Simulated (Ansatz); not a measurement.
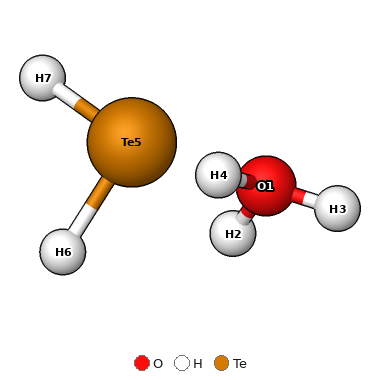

The system is the pair H₃O···H₂Te, charge +1; the picture shows the reference structure. The turn is about an axis along (0.96, −0.04, 0.29) in the frame of the relaxed pair, normal to the line between the partners. The first coordinate is: distance H4···Te5; the second: turn of Te5, H6, H7 about H4. The scan uses an 11 × 11 grid. Points are written as (first, second). Energies are in kJ/mol, from the ion and the molecule far apart, frozen as in the relaxed pair, each in its own basis (no counterpoise correction). All numbers below come from RKS PBE0-D4/def2-TZVPD in Ansatz.

Its coordinates:

```yaml
atoms:
  - { symbol: O, position_ang: [0.2597, 0.0556, -1.4741] }
  - { symbol: H, position_ang: [0.6735, -0.8124, -1.6149] }
  - { symbol: H, position_ang: [0.8078, 0.7459, -1.8840] }
  - { symbol: H, position_ang: [0.0278, 0.2639, -0.3724] }
  - { symbol: Te, position_ang: [-0.5573, 0.6650, 1.5866] }
  - { symbol: H, position_ang: [0.5216, -0.4155, 2.2332] }
  - { symbol: H, position_ang: [-1.7332, -0.5023, 1.5255] }
```

Range: distance H4···Te5 from 1.750 to 3.150 Å; turn of Te5, H6, H7 about H4 from −90 to 90°.

Question: What landscape does the calculation give?

Answer: The lowest grid point is at (2.138 Å, 0°), −159 kJ/mol from the ion and the molecule far apart, frozen as in the relaxed pair, each in its own basis (no counterpoise correction). It is the only kind of minimum in the scanned range. The highest grid point, (1.750 Å, 90°), lies 542 kJ/mol above the lowest. Round the minimum the two coordinates are nearly uncoupled.

| turn of Te5, H6, H7 about H4 ↓, distance H4···Te5 → | 1.750 | 1.806 | 1.897 | 2.010 | 2.138 | 2.281 | 2.435 | 2.600 | 2.774 | 2.958 | 3.150 |
| --- | --- | --- | --- | --- | --- | --- | --- | --- | --- | --- | --- |
| 90 | 383 | 327 | 247 | 167 | 96 | 38 | −5 | −35 | −54 | −63 | −66 |
| 72 | 101 | 68 | 25 | −14 | −44 | −65 | −77 | −82 | −81 | −77 | −71 |
| 54 | −23 | −45 | −72 | −93 | −106 | −112 | −110 | −105 | −96 | −86 | −75 |
| 36 | −83 | −100 | −119 | −133 | −138 | −136 | −129 | −118 | −105 | −92 | −79 |
| 18 | −112 | −127 | −143 | −152 | −154 | −149 | −139 | −125 | −111 | −95 | −81 |
| 0 | −120 | −135 | −150 | −158 | −159 | −153 | −142 | −128 | −112 | −97 | −82 |
| −18 | −111 | −126 | −142 | −152 | −154 | −149 | −139 | −126 | −111 | −96 | −81 |
| −36 | −81 | −99 | −118 | −132 | −138 | −136 | −129 | −118 | −106 | −92 | −79 |
| −54 | −20 | −42 | −70 | −92 | −105 | −111 | −111 | −105 | −96 | −86 | −75 |
| −72 | 103 | 71 | 28 | −11 | −42 | −63 | −76 | −81 | −81 | −77 | −71 |
| −90 | 379 | 325 | 249 | 170 | 100 | 42 | −2 | −32 | −51 | −62 | −65 |

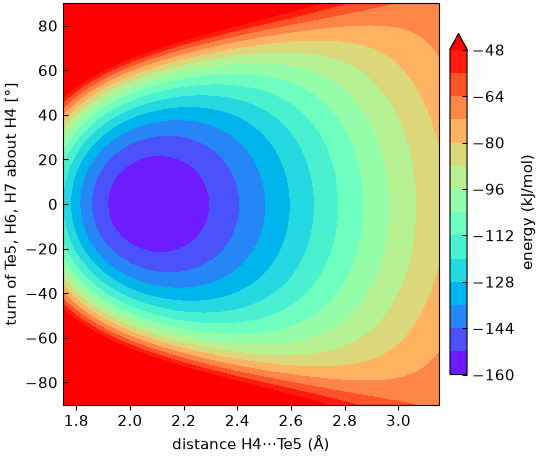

Drawn: filled contours, one colour for all values above the top of the scale. Between grid points the surface is interpolated.

Time for the 121 points that were run: 12 min on 1 thread of Arm Neoverse V1, with other jobs on the host.
